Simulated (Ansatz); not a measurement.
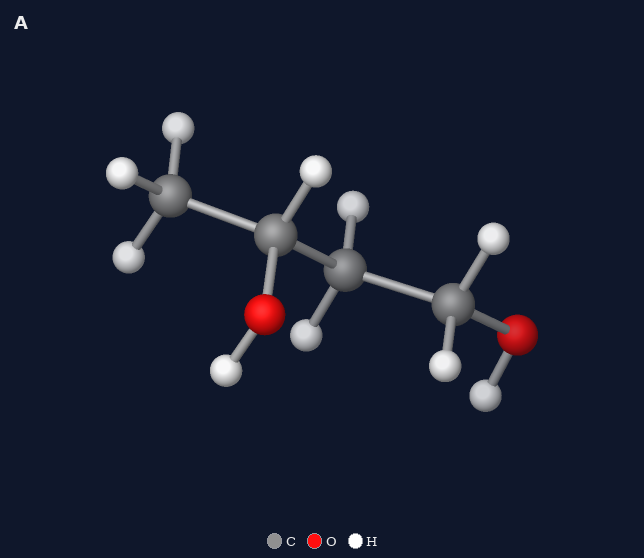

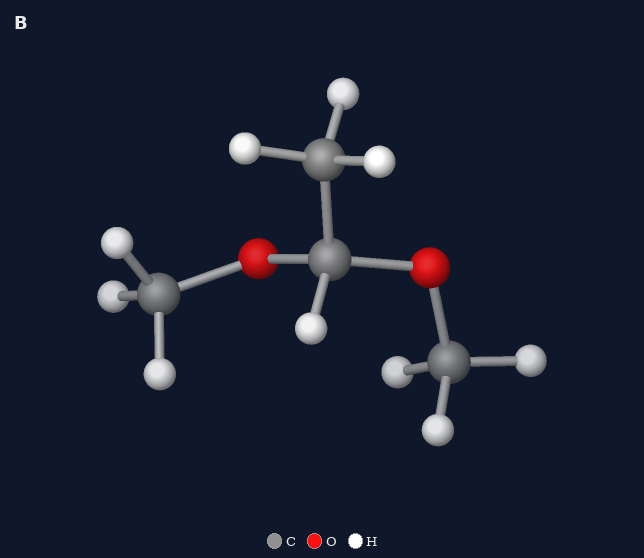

2 stationary structures of one formula. Geometries: PBE-D4/def2-SVP. Electronic energies: PBE-D4/def2-SVP (Ansatz 0.2.0), without zero-point energy. No frequency run is at hand to confirm each as a minimum. Each is one conformer, not always the lowest.

### How are they related?

They are constitutional isomers of C4H10O2: A `C[C@@H](O)CCO`, B `COC(C)OC`.

### Which is lowest in energy, and by how much?

A is lowest; B lies 0.341 eV above it.
